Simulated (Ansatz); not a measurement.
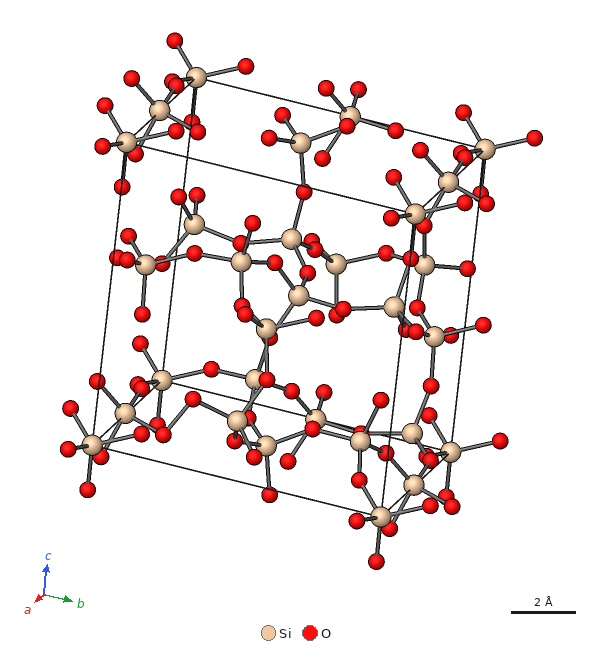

The image is a ball-and-stick drawing of a crystal, viewed slightly off an axis. The simulation cell is outlined; an atom on or near a face, edge or corner is repeated at each equivalent position. A few atoms beyond the faces are included. Cell: a = 10.103 Å, b = 10.103 Å, c = 10.103 Å, α = 90.72°, β = 119.58°, γ = 119.58°.

Chemical formula Si16O33. No point symmetry survives, so the space group is P1. Content of the cell: 16 Si, 33 O (Z = 1).

Its origin is a structure listed in the Materials Project, repeated into a supercell with a point defect put in. The atoms were relaxed in a fixed cell with Ansatz, DFT PBE, scalar-relativistic, plane waves, PAW.
